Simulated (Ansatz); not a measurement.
The starting structures come from a database of crystals and need not be the phases stable at ambient conditions.

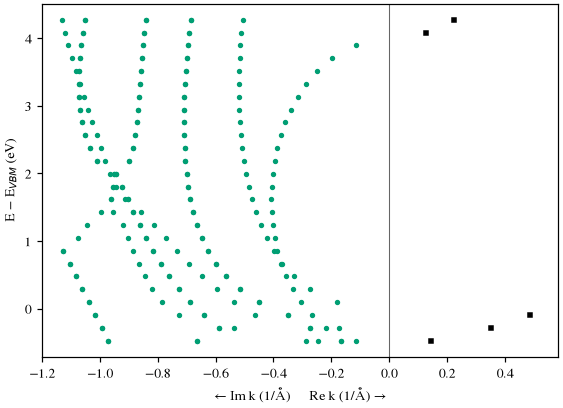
*Complex bands at the centre of the two-dimensional zone; r2SCAN (Ansatz, an electronic-structure program)*

The gap is the functional's own. No spin-orbit coupling. Mid-gap values are interpolated on the energy grid.

**Question.** This is Li₆TeO₆ (R-3, not sure to be the ambient phase, 13 atoms a cell, 9.5 Å³ an atom) along the normal of (101). Read off the slowest decay at the centre of the two-dimensional zone at 2.00 eV, the computed energy nearest the middle of the gap.

**Answer.** κ ≈ 0.40 1/Å, a decay length 1/(2κ) of the density of 1.2 Å.
